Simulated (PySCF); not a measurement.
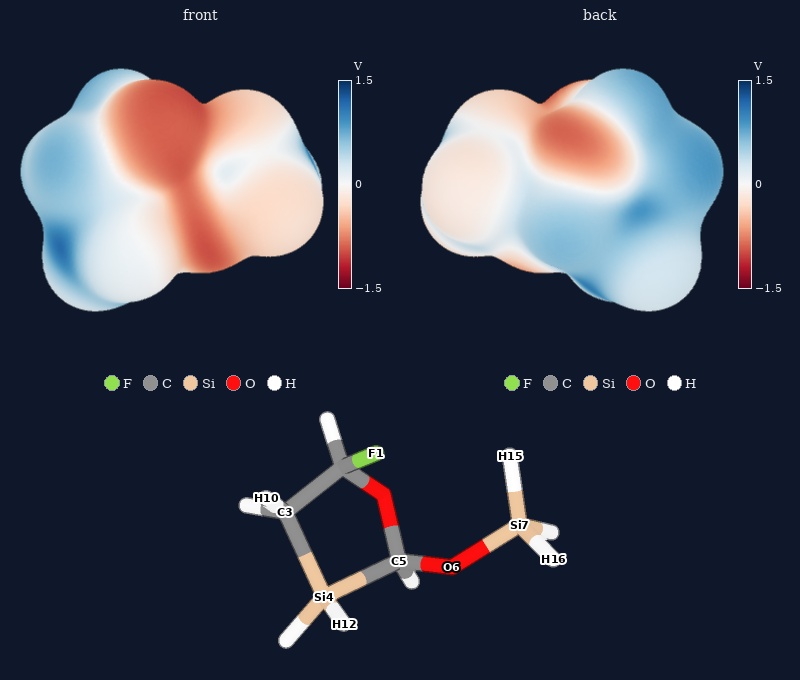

*C3H9FO2Si2. The molecular electrostatic potential painted on the density surface at 0.001 e/bohr³, seen from the front and from behind; the colour scale runs from red (negative) to blue (positive). The bare structure is drawn below in the same view.*

Geometry: GFN2-xTB.

The calculation used PySCF 2.14.0, CAM-B3LYP/def2-SVPD, SCF density, gas phase.

```xyz
17

F    -0.5417    0.8725    1.8967
C    -1.1276    1.0164    0.6481
C    -2.1206   -0.1283    0.4555
Si   -1.0179   -1.5095   -0.2663
C     0.3867   -0.2412   -0.6103
O     1.4474   -0.5598    0.2287
Si    2.6526    0.4327    0.7060
O    -0.1598    1.0382   -0.3295
H    -1.5918    2.0115    0.6584
H    -2.5935   -0.3529    1.4081
H    -2.8958    0.1908   -0.2392
H    -0.5747   -2.4941    0.7113
H    -1.5897   -2.0629   -1.4938
H     0.7571   -0.1590   -1.6395
H     2.1826    1.5548    1.5114
H     3.4159   -0.5505    1.4616
H     3.3638    0.9533   -0.4676
```

Q: Where is the surface potential most negative and most positive?

A: The most negative region (about −1.0 V, or −23 kcal/mol for a unit charge) lies over F1 and O6, the most positive (about +1.0 V, or +23 kcal/mol for a unit charge) over Si4.

Q: How polar is the molecule by this calculation?

A: Its dipole moment is 2.34 D.
